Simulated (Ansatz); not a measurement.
# BHF₂ + H₂S: a complex and its separated parts

The complex below is one end of an elementary step. How strongly is it bound against its free parts?

Method: PBE0-D4/def2-TZVP structures, single points in def2-TZVPP, no counterpoise correction; program: Ansatz 0.2.0, Gaussian basis.

Levels: SPW92, PBE-D4, BLYP-D4, r2SCAN-D4, B97M-V, PBE0-D4, B3LYP-D4, r2SCAN0-D4, BHLYP-D4, CAM-B3LYP-D4, wB97X-V, wB97M-V, B2PLYP, PBE-QIDH, RPA on PBE, Hartree-Fock, MP2, CCSD, CCSD(T).

Correlated methods freeze the cores. B3LYP uses VWN-RPA correlation. B2PLYP carries no dispersion term here.

20 further runs of the same task are left out: 20 set aside as unsound or not needed.

## (1) Starting geometry

The complex: 7 atoms, charge 0, spin multiplicity 1.

Atoms are counted from 1 here; the program's logs count them from 0.

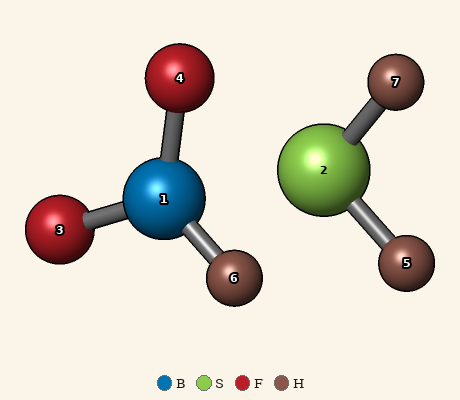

The starting geometry (boron blue, sulfur green, fluorine red, hydrogen brown); atoms are numbered from 1 in the order of the file.

Geometry (Å):

| atom | x (Å) | y (Å) | z (Å) |
| --- | --- | --- | --- |
| B1 | -1.20691 | -0.42496 | 0.22820 |
| S2 | 1.45289 | 0.38042 | -0.83092 |
| F3 | -1.55289 | -1.12524 | -0.83322 |
| F4 | -1.61838 | 0.82815 | 0.30034 |
| H5 | 2.19563 | -0.23403 | 0.10271 |
| H6 | -0.68178 | -0.94740 | 1.16156 |
| H7 | 1.41134 | 1.52325 | -0.12865 |

Its parts: BHF₂ holds atoms 1, 3, 4, 6; H₂S holds atoms 2, 5, 7. Each part counts its atoms afresh in its own runs.

## (2) Relaxing BHF₂ alone

relax-a/in.yaml reads:

```yaml
crystal:
  periodic: [false, false, false]
  atoms:
    - {symbol: B, position_ang: [-1.206908, -0.424962, 0.228201]}
    - {symbol: F, position_ang: [-1.552890, -1.125236, -0.833218]}
    - {symbol: F, position_ang: [-1.618376, 0.828151, 0.300335]}
    - {symbol: H, position_ang: [-0.681784, -0.947396, 1.161556]}
basis:
  gaussian: {orbitals: def2-TZVP}
hamiltonian: {xc: pbe0, dispersion: d4}
relax: {f_tol: 0.005, max_steps: 200}
```

The command line of these runs was not kept.

Further steps of the session: Relaxing H₂S alone; wB97M-V/def2-TZVPP; CCSD(T)/def2-TZVPP; Vibrations of BHF₂; Vibrations of H₂S.

Before running it: what results should come out? Wanted: complex less parts, CCSD(T)/def2-TZVPP; with zero-point energy; largest T1 diagnostic.

**Answer**, as computed:

```
                              quantity      value
complex less parts, CCSD(T)/def2-TZVPP  -0.104 eV
                with zero-point energy  -0.057 eV
                 largest T1 diagnostic      0.013
```

**Reading.** At CCSD(T) the complex lies 0.104 eV below its parts. Among the functionals PBE-QIDH lands nearest to CCSD(T) (-0.003 eV) and SPW92 farthest (-0.147 eV). Mean unsigned error by rung: LDA 0.147, GGA 0.046, meta-GGA 0.036, hybrid 0.034, range-separated hybrid 0.024, double hybrid 0.017 eV. PBE-D4 gives a relative energy 0.059 eV too low, an error of 56 % of the reference. The complex's frequency run has imaginary modes: the structure is no minimum, so both the energy and the zero-point correction are in doubt. No counterpoise was applied, and triple zeta lacks some correlation, so the CCSD(T) reference has a basis error of its own, and close matches with it are partly luck.
